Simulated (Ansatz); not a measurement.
# singlet AlFH2N+ at 4 levels

Wanted: a comparison of 4 runs (B2PLYP/STO-3G, r2SCAN0/STO-3G, CCSDTQ/STO-3G, CCSD/STO-3G) of singlet AlFH2N+. 

Program for the calculation: Ansatz 0.2.0.

## Step 1: The molecule

The species is AlFH2N+ (5 atoms), typed as a singlet with charge +1. As SMILES of the parent species, `[NH2][Al][F]`. The shape is that of a PBE0-D4/def2-TZVP optimisation. That shape belongs to the parent species and isn't relaxed for this state.

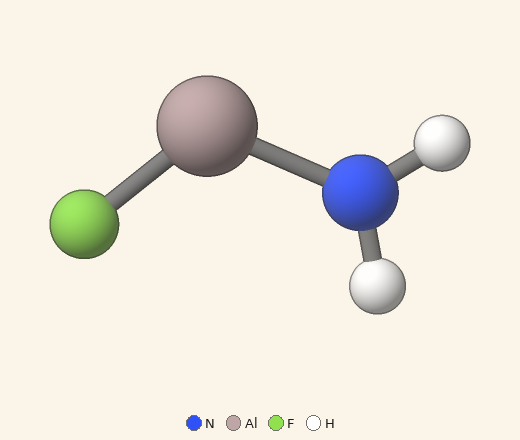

Viewed from a chosen angle; nitrogen blue, aluminium light grey, fluorine green, hydrogen white.

## Step 2: The energy at B2PLYP/STO-3G (run 1)

molecule.yaml reads:

```yaml
crystal:
  periodic: [false, false, false]
  atoms:
    - {symbol: N, position_ang: [-0.384700, 0.499000, -0.263800]}
    - {symbol: Al, position_ang: [0.632000, -0.282800, 0.949500]}
    - {symbol: F, position_ang: [1.228700, -1.786800, 0.590000]}
    - {symbol: H, position_ang: [-0.804300, 1.408300, -0.162700]}
    - {symbol: H, position_ang: [-0.621700, 0.088600, -1.154400]}
basis:
  gaussian:
    orbitals: STO-3G
total_charge: 1
hamiltonian:
  xc: {name: B2PLYP}
correlation:
  frozen_orbitals: {Al: 5, F: 1, H: 0, "N": 1}
accuracy: high
```

On the command line:

```console
ansatz run molecule.yaml --threads 1 --pin off --max-ram 2610MiB --events-out events.jsonl --progress --plain --runs-dir runs
```

Standard output:

```text
Warning: RAYON_NUM_THREADS=1 ignored (pool sized by the plan → 1); use --threads N
Functional definition: B2PLYP
  name "B2PLYP"
  parameter a = 0.53
  parameter c = 0.27
  exchange = (1 - a)*b88_x + a*exact_x
  correlation = (1 - c)*lyp_c + c*(mp2_os + mp2_ss)
378 factors; integrals over basis functions are off by at most 3.4e-8 eV
mean field evaluation 1: about -10675.3116 eV, gradient 4.1e1 eV
mean field evaluation 2: about -10675.3103 eV, gradient 4.1e1 eV
mean field evaluation 4: about -10682.1567 eV, gradient 1.3e1 eV
mean field evaluation 8: about -10682.7758 eV, gradient 1.2e-1 eV
mean field evaluation 16: about -10682.7760 eV, gradient 5.1e-6 eV
mean field -10682.77601629 eV, -392.5847775528 hartree, gradient 2.6e-8 eV, S^2 0.000000; 0 other end points of the search recorded, 0 dependent functions left out
7 core orbitals not correlated: weight in the atoms' cores, before any rotation towards them, 1.000 or more for the frozen orbitals, at most 0.000 for the correlated occupied ones
reference -10682.77603355 eV, -392.5847781875 hartree; 8, 8 occupied and 6, 6 virtual orbitals, 378 factors
second order -4.29654939 eV of doubles, -0.00000000 eV of singles
Total energy: -10683.93610189 eV, -392.6274099125 hartree
```

It took 1.8 s on 1 thread of Arm Neoverse V1, shared host; peak memory 0.1 GiB.

## Step 3: A single-point energy at r2SCAN0/STO-3G (run 2)

run.yaml reads:

```yaml
crystal:
  periodic: [false, false, false]
  atoms:
    - {symbol: "N", position_ang: [-0.384700, 0.499000, -0.263800]}
    - {symbol: Al, position_ang: [0.632000, -0.282800, 0.949500]}
    - {symbol: F, position_ang: [1.228700, -1.786800, 0.590000]}
    - {symbol: H, position_ang: [-0.804300, 1.408300, -0.162700]}
    - {symbol: H, position_ang: [-0.621700, 0.088600, -1.154400]}
basis:
  gaussian:
    orbitals: STO-3G
total_charge: 1
hamiltonian:
  xc: {name: r2SCAN0}
accuracy: high
```

On the command line:

```console
ansatz run run.yaml --threads 1 --pin off --max-ram 2610MiB --events-out events.jsonl --progress --plain --runs-dir runs
```

Standard output:

```text
Warning: RAYON_NUM_THREADS=1 ignored (pool sized by the plan → 1); use --threads N
Functional definition: r2SCAN0
  name "r2SCAN0"
  parameter a = 0.25
  parameter k0 = 0.174
  parameter k1 = 0.065
  parameter a1 = 4.9479
  exchange = (1 - a)*r2scan_x(k0 = k0, k1 = k1, a1 = a1) + a*exact_x
  correlation = r2scan_c
378 factors; integrals over basis functions are off by at most 3.4e-8 eV
mean field evaluation 1: about -10681.8185 eV, gradient 4.4e1 eV
mean field evaluation 2: about -10642.3384 eV, gradient 1.1e2 eV
mean field evaluation 4: about -10690.1390 eV, gradient 4.2e0 eV
mean field evaluation 8: about -10690.1745 eV, gradient 1.3e-1 eV
mean field evaluation 16: about -10690.1746 eV, gradient 5.4e-7 eV
mean field -10690.17460342 eV, -392.8566706149 hartree, gradient 3.6e-8 eV, S^2 0.000000; 0 other end points of the search recorded, 0 dependent functions left out
reference -10690.17460371 eV, -392.8566706257 hartree; 15, 15 occupied and 6, 6 virtual orbitals, 378 factors
Total energy: -10690.17460371 eV, -392.8566706257 hartree
```

Run time: 3.3 s. Hardware: 1 thread of Arm Neoverse V1, shared host; peak memory 0.14 GiB.

Run 3 isn't shown in full; the table further down has it.

## Step 4: The energy at CCSD/STO-3G (run 4)

job.yaml reads:

```yaml
crystal:
  periodic: [false, false, false]
  atoms:
    - {symbol: N, position_ang: [-0.384700, 0.499000, -0.263800]}
    - {symbol: Al, position_ang: [0.632000, -0.282800, 0.949500]}
    - {symbol: F, position_ang: [1.228700, -1.786800, 0.590000]}
    - {symbol: H, position_ang: [-0.804300, 1.408300, -0.162700]}
    - {symbol: H, position_ang: [-0.621700, 0.088600, -1.154400]}
basis:
  gaussian: {orbitals: STO-3G}
total_charge: 1
correlation: {method: ccsd, frozen_orbitals: {Al: 5, F: 1, H: 0, "N": 1}}
accuracy: high
scf: {omitted_lower_state_checks: [cluster_reference, increment]}
```

On the command line:

```console
ansatz run job.yaml --threads 1 --pin off --max-ram 2610MiB --events-out events.jsonl --progress --plain --runs-dir runs
```

Standard output, shortened:

```text
Warning: RAYON_NUM_THREADS=1 ignored (pool sized by the plan → 1); use --threads N
Functional definition: HF
  name "HF"
[...]
378 factors; integrals over basis functions are off by at most 3.4e-8 eV
[...]
mean field -10661.31176100 eV, -391.7959807201 hartree, gradient 2.3e-8 eV, S^2 0.000000; 0 other end points of the search recorded, 0 dependent functions left out
7 core orbitals not correlated: weight in the atoms' cores, before any rotation towards them, 1.000 or more for the frozen orbitals, at most 0.000 for the correlated occupied ones
reference -10661.31176100 eV, -391.7959807201 hartree; 8, 8 occupied and 6, 6 virtual orbitals, 378 factors
second order -2.78815038 eV of doubles, -0.00000000 eV of singles
cycle   1  -2.99835685 eV  change   -2.1e-1 eV  update   1.3e-1
[...]
cycle  29  -3.43752968 eV  change  -1.4e-10 eV  update   1.2e-9
Total energy: -10664.74929068 eV, -391.9223076059 hartree
Checks for a lower state left out: cluster_reference, increment
```

It took 0.2 s on 1 thread of Arm Neoverse V1, shared host.

## Step 5: The series

```tsv
run	level	frozen core orbitals	energy (Eh)	wall time
1	B2PLYP/STO-3G	7	-392.627410	1.8 s
2	r2SCAN0/STO-3G	–	-392.856671	3.3 s
3	CCSDTQ/STO-3G	7	-391.932948	13 s
4	CCSD/STO-3G	7	-391.922308	0.2 s
```

## Step 6: What came out

| quantity | value |
| --- | --- |
| run 4: total energy | -391.92231 Eh |
| run 4: correlation energy (7 core orbitals frozen) | -126.3 mEh |
| run 4: T1 diagnostic | 0.033 |

**Reading.** Totals of different functionals can't be ranked against each other. All runs together took 18 s, the longest 13 s.
